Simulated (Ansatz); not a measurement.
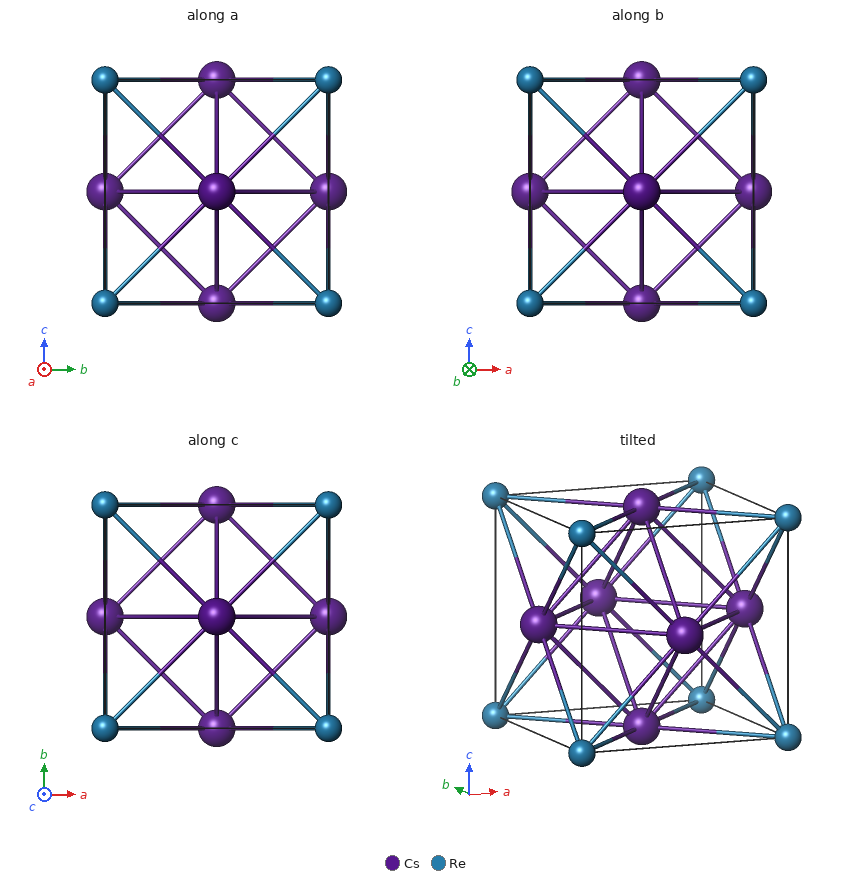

Ball-and-stick drawing of the structure, looking along the a axis, along the b axis, along the c axis and slightly off an axis. The wireframe shows the conventional unit cell.

Lattice parameters: a = 5.5664 Å, b = 5.5664 Å, c = 5.5664 Å, α = 90.000°, β = 90.000°, γ = 90.000°.

> Give the structure in the form of a CIF with its space group and independent sites.

```cif
data_structure
_symmetry_space_group_name_H-M 'P m -3 m'
_symmetry_Int_Tables_number 221
_cell_length_a 5.5664
_cell_length_b 5.5664
_cell_length_c 5.5664
_cell_angle_alpha 90.000
_cell_angle_beta 90.000
_cell_angle_gamma 90.000
_cell_volume 172.48
loop_
_atom_site_label
_atom_site_type_symbol
_atom_site_symmetry_multiplicity
_atom_site_Wyckoff_symbol
_atom_site_fract_x
_atom_site_fract_y
_atom_site_fract_z
_atom_site_occupancy
Cs1 Cs 3 c 0.0000 0.5000 0.5000 1
Re1 Re 1 a 0.0000 0.0000 0.0000 1
```

Source of the structure: a structure type filled with these elements by a generator (whether the compound takes this form wasn't checked). Atoms and cell were optimised with DFT PBE, scalar-relativistic, plane waves, PAW in Ansatz.
